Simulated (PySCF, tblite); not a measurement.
# C₆H₇B+ (doublet): geometry, infrared bands and EPR parameters

What infrared bands and EPR parameters should C₆H₇B+ (doublet) (`B[C+]1[CH][C@@H]2[C@@H]3[C@H]1[C@H]23`) show?

The runs use tblite 0.8.0 and PySCF 2.14.0, with density-fitted response routines of our own; the level of theory stands in each step. All values are computed, except where a source is named. Atoms are numbered from 0 throughout.

## (1) The molecule as given

14 atoms, charge 1, multiplicity 2; geometry from: force field or distance geometry start.

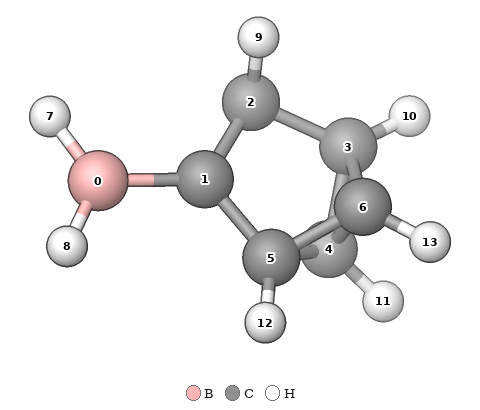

The starting geometry (boron pink, carbon grey, hydrogen white), atoms numbered.

## (2) Geometry optimisation with GFN2-xTB

Job settings and geometry (Å):

```
{"job": {"kind": "relax", "xc": "GFN2-xTB", "basis": "xTB"}, "charge": 1, "multiplicity": 2}
B      2.354100     0.125500     0.812700
C      0.847800    -0.055100     0.384000
C      0.097500    -1.381400     0.419700
C     -1.211600    -0.970500    -0.303100
C     -0.774100     0.090400    -1.262600
C      0.015600     0.949100    -0.321500
C     -1.365200     0.489100     0.041700
H      2.951800    -0.768400     1.289300
H      2.880800     1.169900     0.664300
H     -0.128400    -1.678400     1.469000
H     -2.112600    -1.595000    -0.508300
H     -1.460800     0.519200    -2.035100
H      0.181100     2.038400    -0.457500
H     -2.276500     1.066600    -0.214800
```

Run with:

```
$ OMP_NUM_THREADS=1 python probes_run.py task.json out
```

One launch serves the whole session: the jobs run in the order shown.

The program printed:

```text
step      E/eV     max force
  0    -461.50385    5.708
  1    -462.22946    3.696
  2    -462.79956    2.231
  3    -463.16510    1.340
  4    -463.34523    1.062
  5    -463.48967    1.119
  6    -463.68139    1.135
  7    -463.80665    1.027
  8    -463.88985    0.761
  9    -463.95853    0.646
 10    -464.00634    0.565
 11    -464.04675    0.532
 12    -464.07739    0.531
 13    -464.09570    0.434
 14    -464.11042    0.372
 15    -464.12844    0.311
 16    -464.14078    0.275
 17    -464.14961    0.271
 18    -464.15860    0.238
 19    -464.16764    0.259
 20    -464.17726    0.231
 21    -464.18627    0.258
 22    -464.19537    0.264
 23    -464.20646    0.364
 24    -464.22162    0.448
 25    -464.24134    0.440
 26    -464.26175    0.349
 27    -464.27803    0.313
 28    -464.28936    0.280
 29    -464.29944    0.310
 30    -464.30560    0.428
 31    -464.31902    0.337
 32    -464.32748    0.208
 33    -464.33456    0.201
 34    -464.33702    0.186
 35    -464.34247    0.224
 36    -464.34854    0.189
 37    -464.35351    0.156
 38    -464.35787    0.158
 39    -464.36085    0.257
 40    -464.36648    0.244
 41    -464.37262    0.201
 42    -464.37955    0.133
 43    -464.38169    0.133
 44    -464.38342    0.113
 45    -464.38457    0.097
 46    -464.38563    0.084
 47    -464.38660    0.067
 48    -464.38714    0.058
 49    -464.38754    0.056
 50    -464.38808    0.074
 51    -464.38879    0.073
 52    -464.38963    0.074
 53    -464.39037    0.072
 54    -464.39099    0.061
 55    -464.39159    0.059
 56    -464.39222    0.059
 57    -464.39285    0.068
 58    -464.39341    0.058
 59    -464.39390    0.050
 60    -464.39432    0.054
 61    -464.39475    0.048
 62    -464.39515    0.050
 63    -464.39566    0.059
 64    -464.39601    0.055
 65    -464.39649    0.047
 66    -464.39682    0.051
 67    -464.39710    0.048
 68    -464.39738    0.041
 69    -464.39773    0.041
 70    -464.39807    0.043
 71    -464.39834    0.033
 72    -464.39850    0.025
 73    -464.39862    0.026
 74    -464.39873    0.029
 75    -464.39884    0.031
 76    -464.39896    0.032
 77    -464.39910    0.032
 78    -464.39928    0.033
 79    -464.39947    0.037
 80    -464.39964    0.037
 81    -464.39975    0.026
 82    -464.39983    0.024
 83    -464.39994    0.027
 84    -464.40011    0.041
 85    -464.40032    0.043
 86    -464.40052    0.037
 87    -464.40063    0.017
 88    -464.40066    0.010
```

Wall time 0.37 s (1 thread of Arm Neoverse V2, shared host).

Along the way: (not every step is listed)

| step | energy from step 0 (eV) | largest force (eV/Å) |
| --- | --- | --- |
| 0 | 0.0000 | 5.7085 |
| 1 | -0.7256 | 3.6958 |
| 2 | -1.2957 | 2.2308 |
| 3 | -1.6612 | 1.3399 |
| 4 | -1.8414 | 1.0621 |
| 5 | -1.9858 | 1.1189 |
| 6 | -2.1775 | 1.1352 |
| 7 | -2.3028 | 1.0269 |
| 8 | -2.3860 | 0.7606 |
| 15 | -2.6246 | 0.3109 |
| 22 | -2.6915 | 0.2641 |
| 29 | -2.7956 | 0.3096 |
| 36 | -2.8447 | 0.1893 |
| 43 | -2.8778 | 0.1330 |
| 50 | -2.8842 | 0.0744 |
| 57 | -2.8890 | 0.0682 |
| 64 | -2.8922 | 0.0549 |
| 71 | -2.8945 | 0.0334 |
| 78 | -2.8954 | 0.0329 |
| 83 | -2.8961 | 0.0270 |
| 84 | -2.8963 | 0.0413 |
| 85 | -2.8965 | 0.0434 |
| 86 | -2.8967 | 0.0366 |
| 87 | -2.8968 | 0.0166 |
| 88 | -2.8968 | 0.0100 |

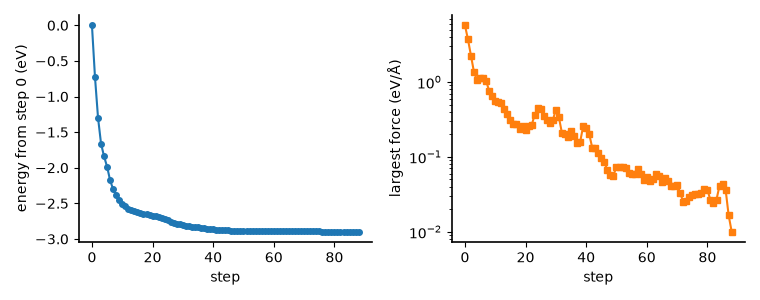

Energy and largest force along the relaxation.

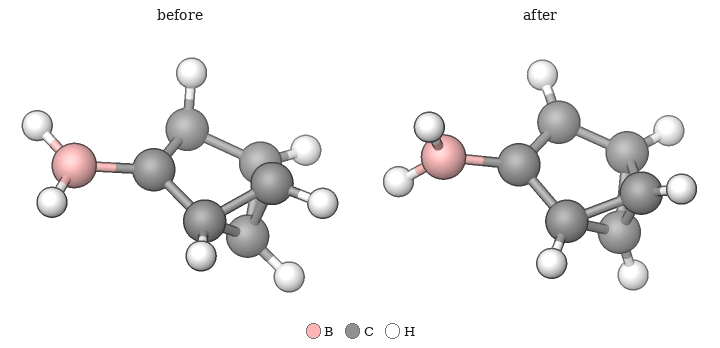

Before and after, at one scale.

Distances of close pairs at the start and the end, largest changes first:

| bond | before (Å) | after (Å) | change (Å) |
| --- | --- | --- | --- |
| C1–C2 | 1.524 | 1.394 | -0.130 |
| C2–C3 | 1.551 | 1.440 | -0.111 |
| C4–C6 | 1.486 | 1.421 | -0.065 |
| B0–C1 | 1.576 | 1.519 | -0.057 |
| C4–H11 | 1.119 | 1.068 | -0.051 |
| C3–C4 | 1.496 | 1.542 | +0.046 |
| C6–H13 | 1.109 | 1.068 | -0.041 |
| C2–H9 | 1.114 | 1.075 | -0.039 |

The next job starts from the end point, and lists it.

## (3) Vibrational analysis with GFN2-xTB

Job settings and geometry (Å):

```
{"job": {"kind": "ir", "xc": "GFN2-xTB", "basis": "xTB"}, "charge": 1, "multiplicity": 2}
B      2.226287     0.155498     0.886489
C      0.807939    -0.047592     0.380714
C     -0.071307    -1.108661     0.592389
C     -1.293140    -0.813404    -0.109804
C     -0.938357     0.067715    -1.324310
C      0.042244     0.874382    -0.474704
C     -1.446407     0.718962    -0.167669
H      3.140782    -0.223726     0.266765
H      2.429166     0.709353     1.894771
H      0.117395    -1.993520     1.173086
H     -2.149296    -1.467157    -0.118155
H     -1.096872    -0.060377    -2.373064
H      0.446023     1.810588    -0.822964
H     -2.215136     1.377468     0.174291
```

The program printed:

```text
mode    cm-1     km/mol
  1     118.9     10.49
  2     179.6      0.97
  3     206.4      1.35
  4     291.4     15.57
  5     444.7      4.36
  6     590.7      1.19
  7     715.6      6.15
  8     718.0      0.37
  9     737.8     95.73
 10     753.9      1.23
 11     785.6     16.29
 12     795.5     17.86
 13     815.8      6.35
 14     839.1     20.48
 15     842.5      6.89
 16     884.7      0.08
 17     917.7    106.65
 18     942.4      3.77
 19    1002.9     19.68
 20    1012.4      9.47
 21    1041.7     13.46
 22    1049.1     68.70
 23    1074.4      1.20
 24    1160.4      5.95
 25    1168.4     16.84
 26    1215.3     21.07
 27    1258.2     13.88
 28    1433.9     22.77
 29    1481.5      4.38
 30    2626.3     15.36
 31    2659.6      2.04
 32    3126.0      0.30
 33    3126.8      0.84
 34    3143.1      9.39
 35    3159.5     22.79
 36    3175.6     54.47
```

Run time: 0.27 s. Hardware: 1 thread of Arm Neoverse V2, shared host.

Which atoms move in the most intense modes:

| cm⁻¹ | km/mol | atoms |
| --- | --- | --- |
| 738 | 95.7 | H8 32 %, H7 32 %, B0 31 % |
| 839 | 20.5 | H9 16 %, C6 16 %, C4 15 %, C2 15 % |
| 918 | 106.7 | C5 29 %, C3 26 % |
| 1049 | 68.7 | H8 35 %, H7 35 %, B0 13 % |
| 1215 | 21.1 | C1 28 %, C5 17 %, C2 13 %, H12 12 % |
| 1434 | 22.8 | C1 42 %, C2 32 % |
| 3160 | 22.8 | H13 48 %, H11 44 % |
| 3176 | 54.5 | H11 46 %, H13 43 % |

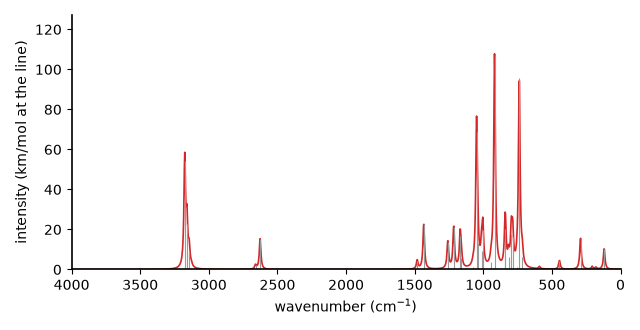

The infrared spectrum from these modes, unscaled. Lines are broadened to a width of 14 cm⁻¹ (Lorentzian).

## (4) EPR parameters: B3LYP/pcH-1

Settings changed since step 3:

```diff
@@ -1,2 +1,2 @@
-{"job": {"kind": "ir", "xc": "GFN2-xTB", "basis": "xTB"}, "charge": 1, "multiplicity": 2}
+{"job": {"kind": "epr", "basis": "pcH-1"}, "charge": 1, "multiplicity": 2}
 B      2.226287     0.155498     0.886489
```

Method: UKS B3LYP, pcH-1 on B C H, non-relativistic, mean-field spin-orbit, GIAO.

The program printed:

```text
UKS, coarse grid
  cycle   1  E = -257.27195156  |g| = 1.35e-01
  cycle   2  E = -257.28024257  |g| = 6.79e-02
  cycle   3  E = -257.28138232  |g| = 5.58e-02
  cycle   4  E = -257.28294644  |g| = 1.08e-02
  cycle   5  E = -257.28301170  |g| = 4.94e-03
  cycle   6  E = -257.28302599  |g| = 1.40e-03
  cycle   7  E = -257.28302736  |g| = 8.57e-04
UKS, final grid
  cycle   1  E = -257.28305205  |g| = 1.16e-03
  cycle   2  E = -257.28305061  |g| = 2.08e-03
  cycle   3  E = -257.28305283  |g| = 1.22e-04
  cycle   4  E = -257.28305284  |g| = 7.76e-05
  cycle   5  E = -257.28305285  |g| = 3.77e-05
  cycle   6  E = -257.28305285  |g| = 1.00e-05
E = -257.28305285 Eh   <S^2> = 0.7531 (exact 0.7500)
g shifts (ppm)      1          2          3
  rmc          -156       -156       -156
  gc             -5         38         40
  oz_so        -719         -1       1833
  total        -879       -119       1718
hyperfine (MHz)  atom isotope    a_iso     a_fc   dipolar eigenvalues
    0   11B     -20.27     -20.27     -3.27      1.12      2.15
    1   13C      13.49      13.49    -29.13    -26.30     55.43
    2   13C      25.29      25.29    -37.48    -35.46     72.95
    3   13C     -14.00     -14.00     -5.99     -4.12     10.12
    4   13C      90.39      90.39    -11.73    -11.21     22.95
    5   13C     -11.73     -11.73     -3.28     -1.38      4.66
    6   13C      90.43      90.43    -11.69    -11.18     22.87
    7    1H      87.04      87.04     -2.95     -2.06      5.02
    8    1H      86.78      86.78     -2.95     -2.06      5.01
    9    1H     -31.88     -31.88    -18.37     -3.21     21.58
   10    1H      -4.41      -4.41     -3.59     -3.26      6.85
   11    1H      81.99      81.99     -5.66     -2.92      8.59
   12    1H      -3.04      -3.04     -2.95     -2.45      5.40
   13    1H      82.23      82.23     -5.65     -2.93      8.58
```

Wall time 48 s (1 thread of Arm Neoverse V2, shared host); peak memory 0.93 GiB.

Principal g values 2.00144, 2.00220, 2.00404; g(iso) = 2.00256, against 2.00232 for a free electron.

Hyperfine couplings; where a row names several nuclei, a(iso) is their mean (it holds for fast rotation or exchange) and the dipolar term the largest among them:

| nuclei | isotope | a(iso) (MHz) | a(iso) (G, at g = 2.0023) | largest dipolar term (MHz) |
| --- | --- | --- | --- | --- |
| C4, C6 | 13C | 90.4 | 32.3 | 22.9 |
| H7, H8 | 1H | 86.9 | 31.0 | 5.0 |
| H11, H13 | 1H | 82.1 | 29.3 | 8.6 |
| H9 | 1H | -31.9 | -11.4 | 21.6 |
| C2 | 13C | 25.3 | 9.0 | 72.9 |
| B0 | 11B | -20.3 | -7.2 | -3.3 |
| C3 | 13C | -14.0 | -5.0 | 10.1 |
| C1 | 13C | 13.5 | 4.8 | 55.4 |
| C5 | 13C | -11.7 | -4.2 | 4.7 |
| H10 | 1H | -4.4 | -1.6 | 6.9 |
| H12 | 1H | -3.0 | -1.1 | 5.4 |

Mulliken spin populations:

B0 -0.03; C1 0.32; C2 0.43; C3 0.00; C4 0.09; C5 -0.02; C6 0.09; H7 0.04; H8 0.04; H9 -0.02; H10 0.00; H11 0.03; H12 0.00; H13 0.03

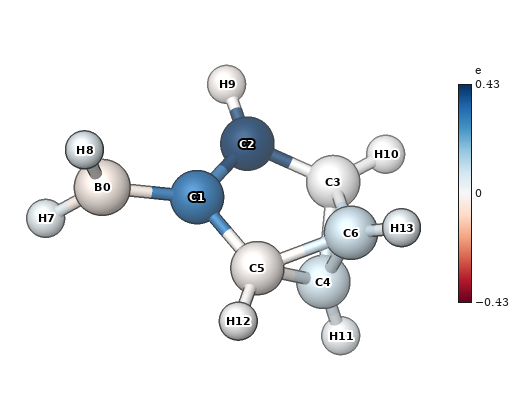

Mulliken spin populations, as colours on the atoms.

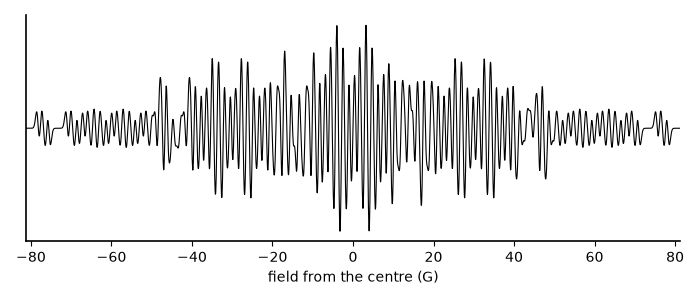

First-order isotropic spectrum (first derivative, main isotopes with spin only, couplings over 0.8 MHz, Gaussian width 0.4 G; couplings of the frozen geometry, rotation of groups not averaged beyond the rows shown).

Orbitals, density, ELF and potential are computed afterwards from the orbital file.

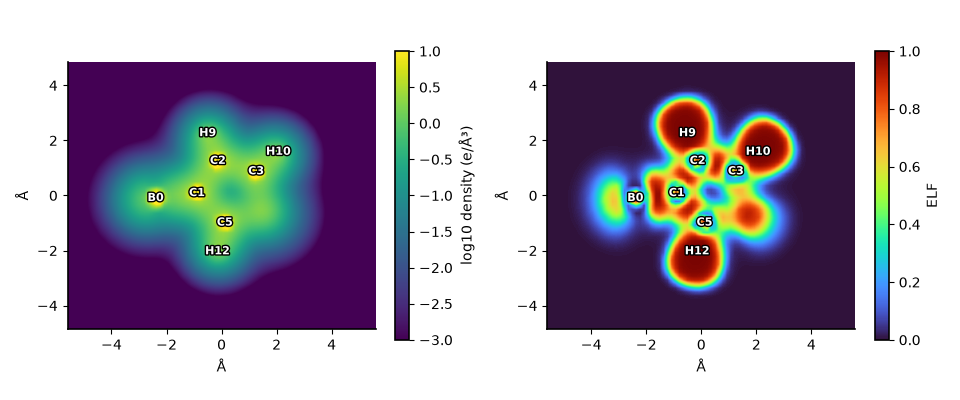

Density (left) and ELF (right) in a plane through or near 8 of the atoms.

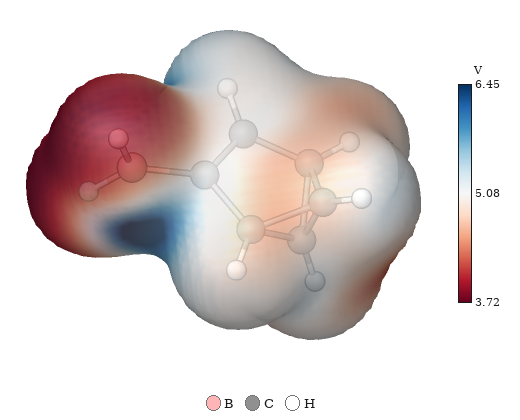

Electrostatic potential on the surface of density 0.002 e/bohr³; red is low, blue high. It runs from 3.72 to 6.45 V.

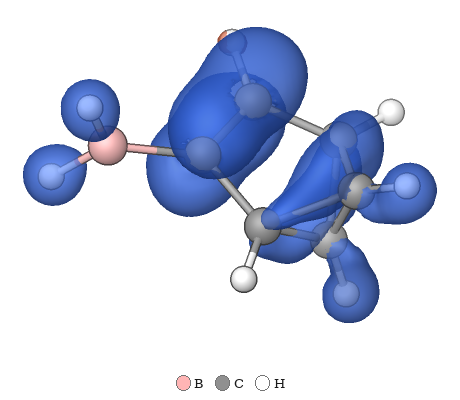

Spin density at ±0.02 e/Å³ (alpha excess blue, beta excess red).

## (5) Summary of results

```
                                 quantity                    value
strongest single infrared mode (GFN2-xTB)     918 cm⁻¹, 107 km/mol
             zero-point energy (GFN2-xTB)            65.0 kcal/mol
                           g(iso) (B3LYP)                  2.00256
                                     ⟨S²⟩       0.753 (exact 0.75)
       largest a(iso) (averaged by class)  13C on C4, C6, 90.4 MHz
```

Over 88 steps the energy fell by 2.897 eV; of the close pairs, C1–C2 changed most, 1.524 to 1.394 Å. No mode is imaginary among the 36: a minimum at this level. The strongest single mode, at 918 cm⁻¹, is spread over many atoms; the largest shares are those of C5, C3. GFN2-xTB is a fitted tight-binding method: band positions and strengths are rough. Its intensities can rank the bands wrongly. The largest spin populations lie on C2 (0.43 e), C1 (0.32 e). The isotropic g lies 0.2 ppt above the free-electron value.
